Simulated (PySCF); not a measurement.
## Excited-state calculation, with input and output: C$_{10}$H$_{26}$Si$_{10}$

The run: excited-state calculation of C$_{10}$H$_{26}$Si$_{10}$. Method and program: TDDFT PBE/def2-SVP, vertical, gas phase, core orbitals frozen in the response (PySCF 2.14.0).

The geometry comes from this level: GFN2-xTB.

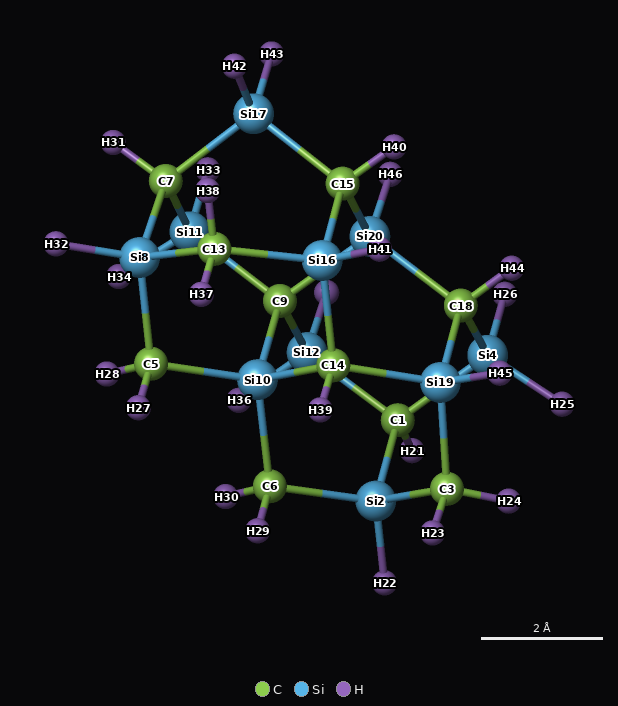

Fig. 1: The structure as given in the input (ball-and-stick view, seen at an oblique angle; atoms are numbered from 1 in the order of the input).

**Input**
```
{"job": {"kind": "uv", "basis": "def2-SVP", "grid": 1, "kgrid": 0, "vcut": null, "nstates": 6, "ntriplets": 2, "tda": false, "delta": ["ip_vertical"], "pop": true, "xc": "PBE"}, "charge": 0, "multiplicity": 1}
C     -3.072561    -0.838377     0.923573
Si    -3.127226    -0.862102    -0.984428
C     -3.080986     0.913633    -1.657077
Si    -3.100175     0.927405     1.614969
C      1.573359    -1.722102    -1.651088
C     -1.573052    -1.721957    -1.651315
C      3.072237    -0.838288     0.923718
Si     3.127453    -0.862037    -0.984280
C     -0.000237    -0.881709     0.938174
Si     0.000112    -0.864805    -0.991323
Si     1.550884    -1.747783     1.606599
Si    -1.551394    -1.747874     1.606486
C      3.080997     0.913638    -1.656791
C      0.000140     0.955187    -1.592713
C      1.565154     1.791333     0.917031
Si     1.565747     1.847284    -0.989171
Si     3.099997     0.927495     1.615223
C     -1.565400     1.791522     0.916834
Si    -1.565644     1.847303    -0.989392
Si    -0.000182     0.923150     1.568484
H     -3.957283    -1.355237     1.292740
H     -4.352243    -1.559720    -1.451769
H     -3.063321     0.899687    -2.743956
H     -3.987477     1.439642    -1.370906
H     -4.340649     1.632687     1.228955
H     -3.086753     0.922004     3.090686
H      1.580099    -1.709318    -2.738398
H      1.573575    -2.767825    -1.355699
H     -1.579745    -1.709135    -2.738635
H     -1.573379    -2.767710    -1.356131
H      3.956976    -1.355254     1.292761
H      4.353057    -1.559076    -1.451238
H      1.574493    -1.726542     3.082648
H      1.589389    -3.175246     1.221982
H     -1.575151    -1.727224     3.082707
H     -1.590247    -3.175260     1.221638
H      3.063667     0.899322    -2.743605
H      3.987216     1.439960    -1.370449
H      0.000350     0.956791    -2.682735
H      1.557640     2.815640     1.286045
H      1.592202     3.252492    -1.471584
H      4.339789     1.633582     1.229391
H      3.086695     0.921124     3.090973
H     -1.558249     2.815861     1.285799
H     -1.592034     3.252218    -1.472190
H     -0.000096     0.975427     3.057514
```

The first line tells a small driver script what to run in PySCF; the rest is the geometry in Å.

Run on 2 CPU threads, shared host.

Run as:
```bash
OMP_NUM_THREADS=2 python <driver script> task.json out
```

**Output**
```
start: PBE on a coarse grid of 40172 points
cycle   1  E = -3287.6350301335  dE =  2.158e+00  |g| = 1.339e+00  |ddm| = 7.459e+00
cycle   2  E = -3286.5940574526  dE =  1.041e+00  |g| = 2.301e+00  |ddm| = 4.418e+00
cycle   3  E = -3288.0416790050  dE = -1.448e+00  |g| = 4.756e-01  |ddm| = 3.505e+00
cycle   4  E = -3288.1082540876  dE = -6.658e-02  |g| = 1.099e-01  |ddm| = 9.457e-01
cycle   5  E = -3288.1109287749  dE = -2.675e-03  |g| = 5.530e-02  |ddm| = 2.135e-01
cycle   6  E = -3288.1118000406  dE = -8.713e-04  |g| = 1.160e-02  |ddm| = 8.636e-02
cycle   7  E = -3288.1118417430  dE = -4.170e-05  |g| = 3.762e-03  |ddm| = 2.148e-02
final grid: 160813 points
cycle   8  E = -3288.6646276907  dE = -3.738e-05  |g| = 2.182e-02  |ddm| = 1.094e-01
cycle   9  E = -3288.6642454360  dE =  3.823e-04  |g| = 4.270e-02  |ddm| = 7.911e-02
cycle  10  E = -3288.6647531702  dE = -5.077e-04  |g| = 5.361e-03  |ddm| = 5.853e-02
cycle  11  E = -3288.6647560002  dE = -2.830e-06  |g| = 6.699e-04  |ddm| = 8.388e-03
cycle  12  E = -3288.6647594552  dE = -3.455e-06  |g| = 2.465e-04  |ddm| = 1.314e-03
cycle  13  E = -3288.6647590299  dE =  4.253e-07  |g| = 3.343e-05  |ddm| = 3.720e-04
converged SCF energy = -3288.6647590299
Vertical ionisation energy (delta-SCF) = 7.7246 eV   <S^2> = 0.751

Static polarisability (au): isotropic 312.852, principal 286.928 295.340 356.289

Singlet excitations
state   eV       nm        f      main configurations
  1   5.4745    226.5   0.00031   H->L 0.99
  2   5.5049    225.2   0.00004   H->L+1 0.99
  3   5.6973    217.6   0.01013   H->L+2 0.99
  4   5.7753    214.7   0.00030   H->L+3 0.97
  5   5.7813    214.5   0.00143   H-1->L 0.97
  6   5.8018    213.7   0.00001   H->L+4 0.96

Triplet excitations (Tamm-Dancoff, eV): 5.3951 5.4087
```

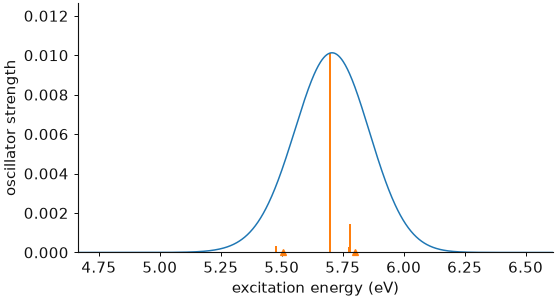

Fig. 2: Computed excitations as sticks (degenerate states added up, dark ones marked on the axis), with a Gaussian envelope of 0.35 eV full width at half maximum, scaled to the tallest. Of the 6 states the lowest lies at 5.47 eV (f = 0.000); the strongest line is at 5.70 eV, or 218 nm (f = 0.010).

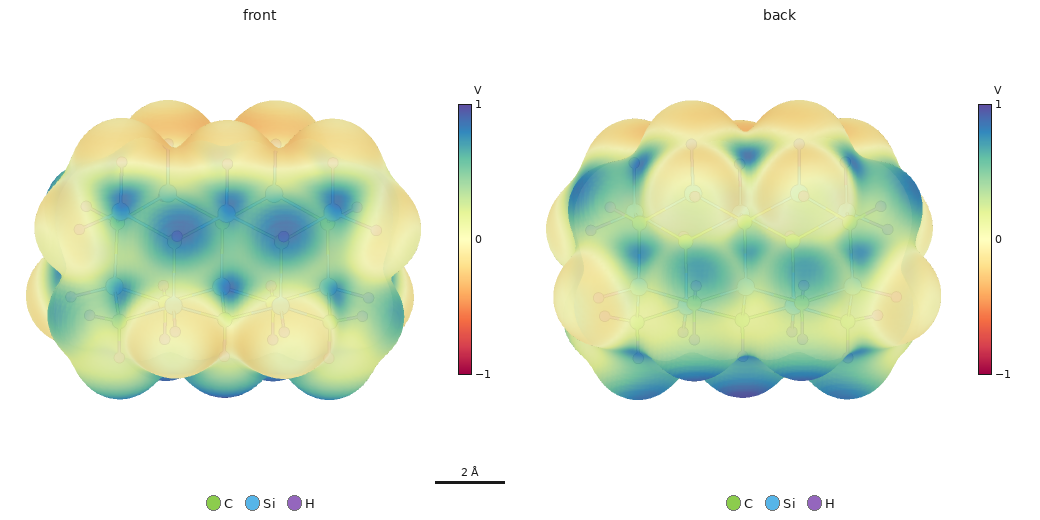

Fig. 3: The electrostatic potential painted on the density surface at 0.002 e/bohr³, seen face on and from behind; red is negative and blue positive. A positive charge is drawn to the negative regions and a negative charge to the positive ones.

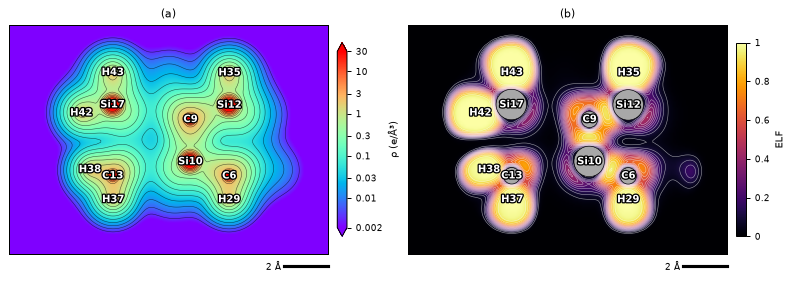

Fig. 4: (a) electron density; (b) electron localisation function on the plane of atoms Si10, C6 and H29. Grey discs, where drawn, cover atomic cores. Si–H (1.48 Å): ρ is about 0.78 e/Å³ halfway; the ELF climbs to about 1 towards the hydrogen.

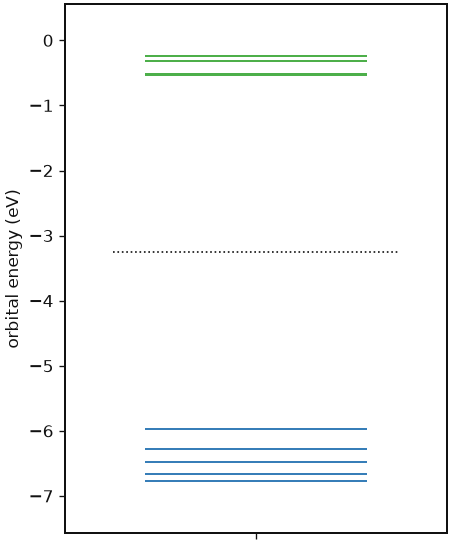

Fig. 5: Orbital energies near the frontier; the dotted line parts filled from empty levels, and levels within 0.02 eV of each other stand side by side. Highest filled −5.97 eV, lowest empty −0.53 eV, 5.44 eV apart.

**Summary**

```tsv
quantity	value
outcome	converged
total energy	−3288.664759 hartree
HOMO	−5.97 eV
LUMO	−0.53 eV
dipole moment	1.96 D
mean polarisability	312.85 a.u.
vertical ionisation energy	7.72 eV
lowest singlet excitation	5.47 eV
wall time	2 min (CPU time 3.7 min)
peak memory	1.5 GiB
```
